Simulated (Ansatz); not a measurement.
# Si(eta1-allyl)H3 (C3H8Si): single points with varied inputs

How do the results and run time of Si(eta1-allyl)H3 (C3H8Si) respond when the settings are drawn wide?

The runs use Ansatz 0.2.0, Gaussian basis; the settings change from run to run.

**1. The molecule**

An earlier PBE0-D4/def2-SVP relaxation fixed the geometry.

12 atoms, charge 0, spin multiplicity 1.

Atoms are counted from 1 here; the program's logs count them from 0.

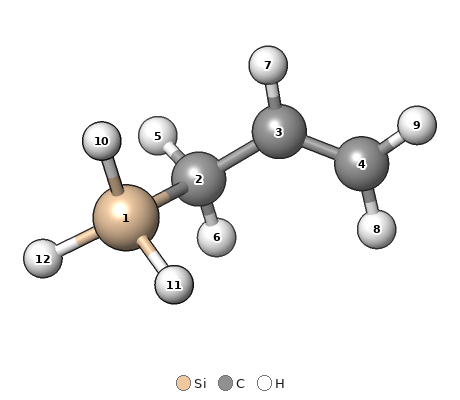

The geometry (silicon light orange, carbon grey, hydrogen white); atoms are numbered from 1 in the order of the file.

As a file:

```mol
C3H8Si
  3D, bonds by distance, orders not assigned

 12 11  0  0  0  0  0  0  0  0999 V2000
   -0.0799   -0.7176   -1.6219 Si  0  0
   -0.0616   -0.7734    0.2731 C   0  0
    0.5098    0.4716    0.8668 C   0  0
   -0.1856    1.4348    1.4763 C   0  0
    0.5285   -1.6587    0.5681 H   0  0
   -1.0953   -0.9416    0.6184 H   0  0
    1.5943    0.6019    0.7549 H   0  0
   -1.2693    1.3600    1.6140 H   0  0
    0.3047    2.3318    1.8621 H   0  0
    1.2986   -0.4570   -2.1417 H   0  0
   -0.9853    0.3720   -2.0970 H   0  0
   -0.5589   -2.0240   -2.1730 H   0  0
  1  2  8  0
  1 10  8  0
  1 11  8  0
  1 12  8  0
  2  3  8  0
  2  5  8  0
  2  6  8  0
  3  4  8  0
  3  7  8  0
  4  8  8  0
  4  9  8  0
M  END
```

**2. RPBE/6-31G**

This run has relativity set to none.

Contents of in.yaml:

```yaml
crystal:
  periodic: [false, false, false]
  atoms:
    - {symbol: Si, position_ang: [-0.079913, -0.717603, -1.621907]}
    - {symbol: C, position_ang: [-0.061628, -0.773432, 0.273060]}
    - {symbol: C, position_ang: [0.509844, 0.471645, 0.866773]}
    - {symbol: C, position_ang: [-0.185624, 1.434844, 1.476276]}
    - {symbol: H, position_ang: [0.528518, -1.658653, 0.568111]}
    - {symbol: H, position_ang: [-1.095267, -0.941552, 0.618406]}
    - {symbol: H, position_ang: [1.594258, 0.601875, 0.754934]}
    - {symbol: H, position_ang: [-1.269313, 1.360038, 1.614003]}
    - {symbol: H, position_ang: [0.304724, 2.331833, 1.862074]}
    - {symbol: H, position_ang: [1.298579, -0.457006, -2.141681]}
    - {symbol: H, position_ang: [-0.985271, 0.372036, -2.097021]}
    - {symbol: H, position_ang: [-0.558907, -2.024024, -2.173008]}
basis:
  gaussian: {orbitals: 6-31G}
hamiltonian: {xc: {name: RPBE}, pseudopotentials: {relativity: none}}
scf: {omitted_lower_state_checks: [starts]}
```

On the command line:

```bash
$ ansatz run in.yaml --threads 4 --pin off --events-out ev --progress --plain --max-ram 3916MiB
```

Standard output:

```text
Functional definition: RPBE
  name "RPBE"
  cite "Hammer, Hansen & Nørskov, Phys. Rev. B 59, 7413 (1999) doi:10.1103/PhysRevB.59.7413"
  cite "Perdew, Burke & Ernzerhof, Phys. Rev. Lett. 77, 3865 (1996) doi:10.1103/PhysRevLett.77.3865"
  parameter kappa = 0.804
  parameter beta = 0.06672455060314922
  exchange = rpbe_x(kappa = kappa, mu = beta*pi^2/3)
  correlation = pbe_c(beta = beta)
these checks for a lower state are left out or cut short: starts
777 factors; integrals over basis functions are off by at most 2.4e-4 eV
mean field evaluation 1: about -11109.0102 eV, gradient 5.1e1 eV
mean field evaluation 2: about -11101.1774 eV, gradient 7.1e1 eV
mean field evaluation 4: about -11115.8718 eV, gradient 5.8e0 eV
mean field evaluation 8: about -11115.9403 eV, gradient 8.0e-2 eV
mean field -11115.94029532 eV, -408.5032711979 hartree, gradient 8.5e-6 eV, S^2 0.000000; 0 other end points of the search recorded, 0 dependent functions left out
reference -11115.94032621 eV, -408.5032723331 hartree; 20, 20 occupied and 36, 36 virtual orbitals, 777 factors
Total energy: -11115.94032621 eV, -408.5032723331 hartree
Checks for a lower state left out: starts
```

It took 2.2 s on 4 threads of Intel Xeon at 2.50GHz, shared host.

**3. RPBE/def2-mTZVPP**

Set apart from the defaults: unrestricted orbitals, atoms shaken by 0.15 Å.

Contents of in.yaml:

```yaml
crystal:
  periodic: [false, false, false]
  atoms:
    - {symbol: Si, position_ang: [0.099177, -0.678581, -1.574486]}
    - {symbol: C, position_ang: [-0.056414, -0.565013, 0.120429]}
    - {symbol: C, position_ang: [0.517710, 0.480200, 0.822770]}
    - {symbol: C, position_ang: [0.255445, 1.343582, 1.557245]}
    - {symbol: H, position_ang: [0.551992, -1.645938, 0.720081]}
    - {symbol: H, position_ang: [-1.036247, -0.994903, 0.483050]}
    - {symbol: H, position_ang: [1.748054, 0.588007, 0.818379]}
    - {symbol: H, position_ang: [-1.472427, 1.178601, 1.495683]}
    - {symbol: H, position_ang: [0.225692, 2.373361, 1.799204]}
    - {symbol: H, position_ang: [1.175681, -0.555721, -2.299685]}
    - {symbol: H, position_ang: [-1.162039, 0.235444, -2.180554]}
    - {symbol: H, position_ang: [-0.723511, -2.012798, -2.473529]}
basis:
  gaussian: {orbitals: def2-mTZVPP}
magnetization: {spin_polarized: true, initial_magnetization: 0}
hamiltonian: {xc: {name: RPBE}}
scf: {omitted_lower_state_checks: [starts]}
output: {forces: true}
```

Same command.

Standard output (excerpt; [...] marks lines left out):

```text
Functional definition: RPBE
  name "RPBE"
  cite "Hammer, Hansen & Nørskov, Phys. Rev. B 59, 7413 (1999) doi:10.1103/PhysRevB.59.7413"
  cite "Perdew, Burke & Ernzerhof, Phys. Rev. Lett. 77, 3865 (1996) doi:10.1103/PhysRevLett.77.3865"
[...]
1260 factors; their error is unknown
[...]
mean field -11111.31804577 eV, -408.3334066602 hartree, gradient 2.3e-5 eV, S^2 0.000000; 0 other end points of the search recorded, 0 dependent functions left out
[...]
reference -11111.31808848 eV, -408.3334082297 hartree; 20, 20 occupied and 104, 104 virtual orbitals, 1260 factors
Total energy: -11111.31808848 eV, -408.3334082297 hartree
Atom 0 at     0.099177    -0.678581    -1.574486 Å, force    -7.682811    -1.688406    -5.034231 eV/Å
Atom 1 at    -0.056414    -0.565013     0.120429 Å, force     0.034793    -7.131928     5.261171 eV/Å
Atom 2 at     0.517710     0.480200     0.822770 Å, force     8.865420    -6.803473    -6.214096 eV/Å
Atom 3 at     0.255445     1.343582     1.557245 Å, force   -10.106324     9.932434     7.628025 eV/Å
Atom 4 at     0.551992    -1.645938     0.720081 Å, force    -1.016256     2.409385    -1.929887 eV/Å
Atom 5 at    -1.036247    -0.994903     0.483050 Å, force     0.087637     1.358778    -0.347653 eV/Å
Atom 6 at     1.748054     0.588007     0.818379 Å, force    -1.575648    -0.871079    -1.024484 eV/Å
Atom 7 at    -1.472427     1.178601     1.495683 Å, force     2.665782     0.555767     0.563051 eV/Å
Atom 8 at     0.225692     2.373361     1.799204 Å, force     1.093072     0.550160     0.823222 eV/Å
Atom 9 at     1.175681    -0.555721    -2.299685 Å, force     4.430634     0.784272    -2.235197 eV/Å
Atom 10 at    -1.162039     0.235444    -2.180554 Å, force     1.798079    -0.402388     0.700637 eV/Å
Atom 11 at    -0.723511    -2.012798    -2.473529 Å, force     1.405622     1.306476     1.809443 eV/Å
Dipole moment:     0.393117    -0.004063     0.211819 e Å
Checks for a lower state left out: starts
```

Wall time 6 s (4 threads of Intel Xeon at 2.50GHz, shared host).

Largest force 16.093 eV/Å, dipole 2.14 D, ⟨S²⟩ 0.000.

**4. SPW92/def2-SVPD**

Contents of in.yaml:

```yaml
crystal:
  periodic: [false, false, false]
  atoms:
    - {symbol: Si, position_ang: [-0.079913, -0.717603, -1.621907]}
    - {symbol: C, position_ang: [-0.061628, -0.773432, 0.273060]}
    - {symbol: C, position_ang: [0.509844, 0.471645, 0.866773]}
    - {symbol: C, position_ang: [-0.185624, 1.434844, 1.476276]}
    - {symbol: H, position_ang: [0.528518, -1.658653, 0.568111]}
    - {symbol: H, position_ang: [-1.095267, -0.941552, 0.618406]}
    - {symbol: H, position_ang: [1.594258, 0.601875, 0.754934]}
    - {symbol: H, position_ang: [-1.269313, 1.360038, 1.614003]}
    - {symbol: H, position_ang: [0.304724, 2.331833, 1.862074]}
    - {symbol: H, position_ang: [1.298579, -0.457006, -2.141681]}
    - {symbol: H, position_ang: [-0.985271, 0.372036, -2.097021]}
    - {symbol: H, position_ang: [-0.558907, -2.024024, -2.173008]}
basis:
  gaussian: {orbitals: def2-SVPD}
hamiltonian: {xc: {name: SPW92}}
scf: {omitted_lower_state_checks: [starts]}
output: {forces: true}
```

Launched as before.

Standard output (excerpt; [...] marks lines left out):

```text
Functional definition: SPW92
  name "SPW92"
  cite "Dirac, Proc. Camb. Phil. Soc. 26, 376 (1930) doi:10.1017/S0305004100016108"
  cite "Slater, Phys. Rev. 81, 385 (1951) doi:10.1103/PhysRev.81.385"
  cite "Perdew & Wang, Phys. Rev. B 45, 13244 (1992) doi:10.1103/PhysRevB.45.13244"
[...]
1247 factors; their error is unknown
[...]
mean field -11050.84742248 eV, -406.1111522427 hartree, gradient 1.8e-5 eV, S^2 0.000000; 0 other end points of the search recorded, 0 dependent functions left out
[...]
reference -11050.84746595 eV, -406.1111538403 hartree; 20, 20 occupied and 128, 128 virtual orbitals, 1247 factors
Total energy: -11050.84746595 eV, -406.1111538403 hartree
Atom 0 at    -0.079913    -0.717603    -1.621907 Å, force     0.023514     0.003469     0.279409 eV/Å
Atom 1 at    -0.061628    -0.773432     0.273060 Å, force     0.206281     0.478588    -0.104338 eV/Å
Atom 2 at     0.509844     0.471645     0.866773 Å, force    -0.330710    -0.392333    -0.225853 eV/Å
Atom 3 at    -0.185624     1.434844     1.476276 Å, force     0.057540    -0.097401    -0.050525 eV/Å
Atom 4 at     0.528518    -1.658653     0.568111 Å, force     0.165657    -0.221500     0.054642 eV/Å
Atom 5 at    -1.095267    -0.941552     0.618406 Å, force    -0.281077    -0.006772     0.097729 eV/Å
Atom 6 at     1.594258     0.601875     0.754934 Å, force     0.311673     0.023857    -0.042342 eV/Å
Atom 7 at    -1.269313     1.360038     1.614003 Å, force    -0.303971    -0.046519     0.022018 eV/Å
Atom 8 at     0.304724     2.331833     1.862074 Å, force     0.145800     0.237589     0.096675 eV/Å
Atom 9 at     1.298579    -0.457006    -2.141681 Å, force     0.152191     0.034155    -0.043267 eV/Å
Atom 10 at    -0.985271     0.372036    -2.097021 Å, force    -0.098865     0.128334    -0.032073 eV/Å
Atom 11 at    -0.558907    -2.024024    -2.173008 Å, force    -0.048031    -0.141467    -0.052075 eV/Å
Dipole moment:     0.005329    -0.080207     0.083605 e Å
Checks for a lower state left out: starts
```

Wall time 3.4 s (4 threads of Intel Xeon at 2.50GHz, shared host).

Largest force 0.561 eV/Å, dipole 0.56 D.

**5. r2SCAN/def2-mTZVPP**

This run has unrestricted orbitals, atoms shaken by 0.15 Å, D4 dispersion, the search for lower states set to off.

Contents of in.yaml:

```yaml
crystal:
  periodic: [false, false, false]
  atoms:
    - {symbol: Si, position_ang: [-0.241815, -0.518283, -1.636151]}
    - {symbol: C, position_ang: [0.016430, -0.611442, 0.262031]}
    - {symbol: C, position_ang: [0.578945, 0.457863, 0.747462]}
    - {symbol: C, position_ang: [-0.243672, 1.339229, 1.302436]}
    - {symbol: H, position_ang: [0.603423, -1.651335, 0.519508]}
    - {symbol: H, position_ang: [-1.145546, -0.875539, 0.394142]}
    - {symbol: H, position_ang: [1.668308, 0.927381, 0.811189]}
    - {symbol: H, position_ang: [-1.467026, 1.601688, 1.766377]}
    - {symbol: H, position_ang: [0.302886, 2.377903, 1.582598]}
    - {symbol: H, position_ang: [1.311988, -0.461244, -2.200005]}
    - {symbol: H, position_ang: [-1.018756, 0.491767, -2.073304]}
    - {symbol: H, position_ang: [-0.610628, -1.775365, -2.032938]}
basis:
  gaussian: {orbitals: def2-mTZVPP}
magnetization: {spin_polarized: true, initial_magnetization: 0}
hamiltonian: {xc: {name: r2SCAN}, dispersion: d4}
scf: {lower_state_search: off}
output: {forces: true}
```

Launched as before.

Standard output (excerpt; [...] marks lines left out):

```text
Functional definition: r2SCAN
  name "r2SCAN"
  cite "Furness, Kaplan, Ning, Perdew & Sun, J. Phys. Chem. Lett. 11, 8208 (2020) doi:10.1021/acs.jpclett.0c02405"
  cite "Furness, Kaplan, Ning, Perdew & Sun, J. Phys. Chem. Lett. 11, 9248 (2020) doi:10.1021/acs.jpclett.0c03077"
  parent r2scan
[...]
1260 factors; their error is unknown
[...]
mean field -11112.79767312 eV, -408.3877819622 hartree, gradient 2.6e-6 eV, S^2 0.000000; 0 other end points of the search recorded, 0 dependent functions left out
[...]
reference -11112.79768711 eV, -408.3877824765 hartree; 20, 20 occupied and 104, 104 virtual orbitals, 1260 factors
Total energy: -11112.85595375 eV, -408.3899237360 hartree
Atom 0 at    -0.241815    -0.518283    -1.636151 Å, force     6.060080    -0.993486     1.162916 eV/Å
Atom 1 at     0.016430    -0.611442     0.262031 Å, force    -3.041276   -10.714703    -4.060284 eV/Å
[...]
Atom 4 at     0.603423    -1.651335     0.519508 Å, force    -1.365542     2.072454    -0.939453 eV/Å
Atom 5 at    -1.145546    -0.875539     0.394142 Å, force     2.262208     1.024935     1.004275 eV/Å
Atom 6 at     1.668308     0.927381     0.811189 Å, force    -2.007743    -2.064286    -0.923767 eV/Å
Atom 7 at    -1.467026     1.601688     1.766377 Å, force     3.608614    -2.057495    -2.103385 eV/Å
Atom 8 at     0.302886     2.377903     1.582598 Å, force    -1.253157    -2.206643    -0.451819 eV/Å
Atom 9 at     1.311988    -0.461244    -2.200005 Å, force    -1.937665     0.327614     0.321720 eV/Å
Atom 10 at    -1.018756     0.491767    -2.073304 Å, force    -1.906428     2.476146    -0.874086 eV/Å
Atom 11 at    -0.610628    -1.775365    -2.032938 Å, force    -1.213014    -2.338257    -0.894100 eV/Å
Dipole moment:    -0.137049    -0.054352    -0.006309 e Å
Checks for a lower state left out: stability, starts, cluster_reference, orbital_swaps, neighbouring_geometries, increment
```

Wall time 6.5 s (4 threads of Intel Xeon at 2.50GHz, shared host).

Largest force 11.855 eV/Å, dipole 0.71 D, ⟨S²⟩ 0.000.

**6. All runs side by side**

| level | charge | multiplicity | geometry | functions | energy (eV) | time |
| --- | --- | --- | --- | --- | --- | --- |
| RPBE/6-31G | 0 | 1 | relaxed | 56 | -11115.940 | 2.2 s |
| RPBE/def2-mTZVPP | 0 | 1 | shaken | 124 | -11111.318 | 6 s |
| SPW92/def2-SVPD | 0 | 1 | relaxed | 148 | -11050.847 | 3.4 s |
| r2SCAN/def2-mTZVPP | 0 | 1 | shaken | 124 | -11112.856 | 6.5 s |

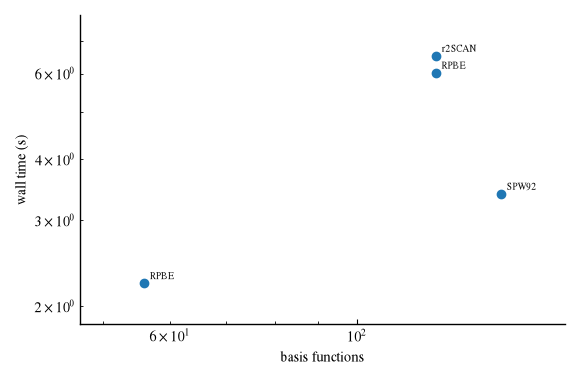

Wall time against the number of basis functions (shared host).

**7. What came out**

```
                                         quantity                      value
                                             runs                          4
                                         quickest          RPBE/6-31G, 2.2 s
                                          slowest  r2SCAN/def2-mTZVPP, 6.5 s
spread of total energies, same state and geometry                    65.1 eV
```

**Reading.** r2SCAN/def2-mTZVPP took 3 times as long as RPBE/6-31G. The jobs differ in tasks and options as well as level. The totals spread over 65 eV; they can't be compared across methods or bases. At the PBE0-D4/def2-SVP geometry and in the same state, runs without warnings or point charges leave forces up to 0.56 eV/Å (SPW92/def2-SVPD), against 16.1 eV/Å where the atoms were moved.
